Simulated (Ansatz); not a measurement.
System: TiSn2O6.

Input file:

```
crystal:
  lattice:
    - [7.4769619856, -1.5784786595, -0.0030985001]
    - [7.4769619856, 1.5784786595, -0.0030985001]
    - [-0.266217739, 0.0, 4.8230386223]
  atoms:
    - { symbol: Ti, position: [0.9381194896, 0.0618805104, 0.5] }
    - { symbol: Sn, position: [0.3510605907, 0.3372891298, 0.9778661729] }
    - { symbol: Sn, position: [0.6627108702, 0.6489394093, 0.0221338271] }
    - { symbol: O, position: [0.4497606433, 0.4309333095, 0.6781665123] }
    - { symbol: O, position: [0.7816355438, 0.7664261599, 0.7865243757] }
    - { symbol: O, position: [0.099930409, 0.0859798507, 0.8044120886] }
    - { symbol: O, position: [0.9140201493, 0.900069591, 0.1955879114] }
    - { symbol: O, position: [0.2335738401, 0.2183644562, 0.2134756243] }
    - { symbol: O, position: [0.5690666905, 0.5502393567, 0.3218334877] }
basis:
  ecutwfc: 420
kpoints:
  mp_grid: { grid: [10, 10, 6] }
  band_path:
    path:
      - [[0.0, 0.0, 0.0], [-0.26117656, 0.26117656, 0.0]]
      - [[-0.73882344, -0.26117656, 0.0], [-0.5, -0.5, 0.0], [0.0, 0.0, 0.0], [-0.5, -0.5, 0.5], [-0.7407447, -0.2592553, 0.5]]
      - [[-0.2592553, 0.2592553, 0.5], [0.0, 0.0, 0.5], [0.0, 0.0, 0.0]]
      - [[-0.5, 0.0, 0.5], [0.0, 0.0, 0.0], [-0.5, 0.0, 0.0]]
    npoints: 14
hamiltonian:
  xc: pbe
  hubbard: { sites: [{ species: Ti, l: d, u_eff: 4.0 }] }
scf:
  occupations: { method: gaussian, width: 0.02 }
  n_extra_bands: 22
output:
  forces: true
  stress: true
  eigenvalues: true
  populations: true
  dos: { projected: true, de: 0.02, nscf_kmesh: { grid: [15, 15, 9] } }
  bader: true
  write_density: true
  write_potential: true
  elf: true
  volumetric_format: npy
```

Launched as:

```sh
ansatz run input.yaml --threads 4 --pin off --max-ram 8192MiB --backend cpu --events-out ev --progress --plain --runs-dir out
```

Below, planes, directions and counts refer to the conventional cell (a = 14.95 Å, b = 3.16 Å, c = 4.83 Å, α = 90.00°, β = 93.18°, γ = 90.00°).

Space group C2; a structure generated by program, which may or may not match a known phase; not relaxed (largest force 0.7 eV/Å); computed without spin polarisation; Hubbard U of 4 eV on Ti d only.

Level of theory: DFT PBE+U, scalar-relativistic, plane waves, PAW in Ansatz 0.2.0.

### What can the converged valence pseudo-density and electron localisation function tell about the bonding?

Ti–O (1.98 Å): ρ is about 0.67 e/Å³ halfway; the ELF peaks at about 0.85 in the valence shell of O, 0.6 Å from its nucleus, and is about 0.20 at the midpoint; no localised pair shows between them.
Bader's partition of the density gives Ti +2.39, Sn +2.42 and O −1.20 e.

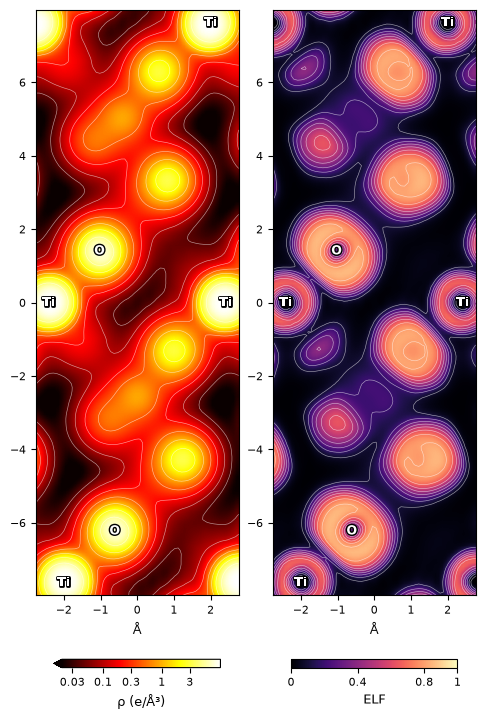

Computed valence pseudo-density and electron localisation function on the (110) plane of the conventional cell, in this order. Atoms just off the plane (Sn, 0.9 Å away and O, 0.5 Å away) can leave unmarked features too.

In a PAW calculation such maps are meaningful between the atoms, not at the nuclei.
